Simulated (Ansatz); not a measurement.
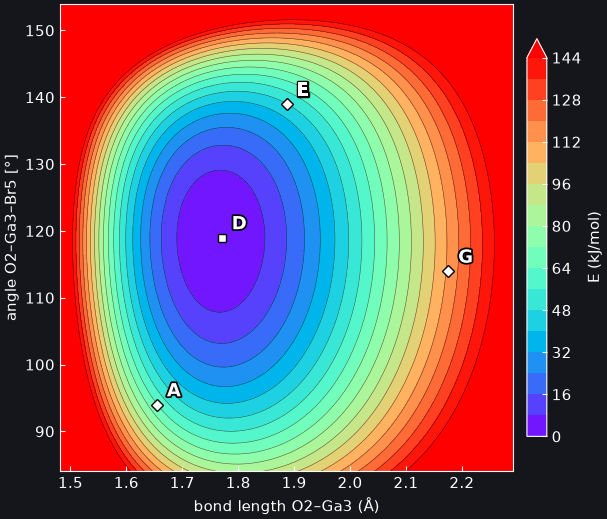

CH₃BrClGaO, SMILES C[O][Ga]([Cl])[Br]. 
- The first coordinate is: bond length O2–Ga3; the second: angle O2–Ga3–Br5.
- Nothing is relaxed (all other coordinates rigid).
- The grid has 15 × 15 points.
- Points are written as (first, second).
- Energies are in kJ/mol, from the relaxed molecule at the same level.
- Computed with Ansatz, RKS r2SCAN-D4/def2-SVP.

Drawn: filled contours, one colour for all values above the top of the scale, lettered points. Between grid points the surface is interpolated.

Q: What kind of point is each of A, D, E, G: minimum, saddle, maximum or slope?

A: A: on a slope; D: minimum; E: on a slope; G: on a slope. (In these two coordinates alone; a stationary point may lie a little off the grid point.)

Q: Rank the lettered points by energy, lowest first.

A: D (0.08 kJ/mol), E (48 kJ/mol), A (64 kJ/mol), G (114 kJ/mol).
